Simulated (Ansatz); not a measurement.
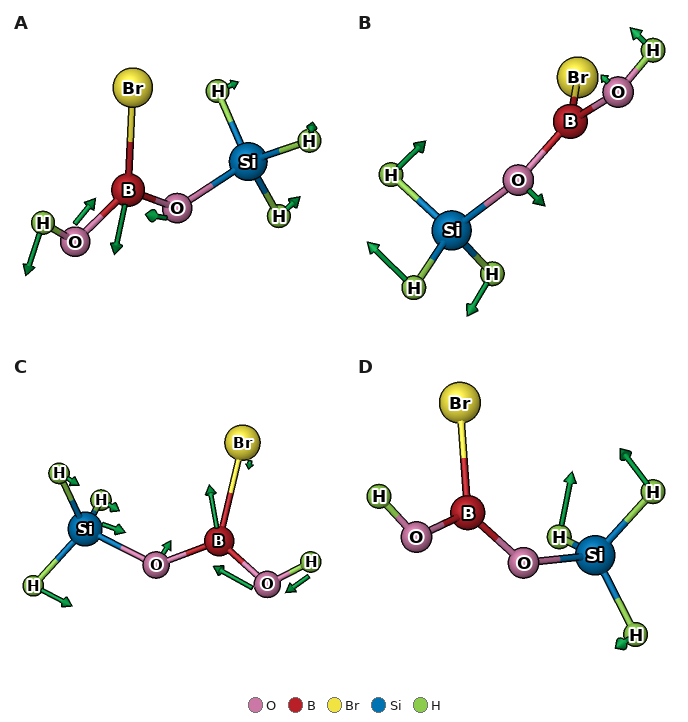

4 normal modes of one molecule or complex, as arrows. Harmonic vibrations computed with RKS PBE0-D4/def2-TZVP (Ansatz 0.2.0) at a stationary point of the same level.

> Match the panels to the wavenumbers 105 cm⁻¹, 500 cm⁻¹, 948 cm⁻¹, 1232 cm⁻¹.

A: 1232 cm⁻¹
B: 105 cm⁻¹, a torsion or out-of-plane motion in which bond lengths and bond angles hardly change
C: 500 cm⁻¹
D: 948 cm⁻¹, H–Si–H bending
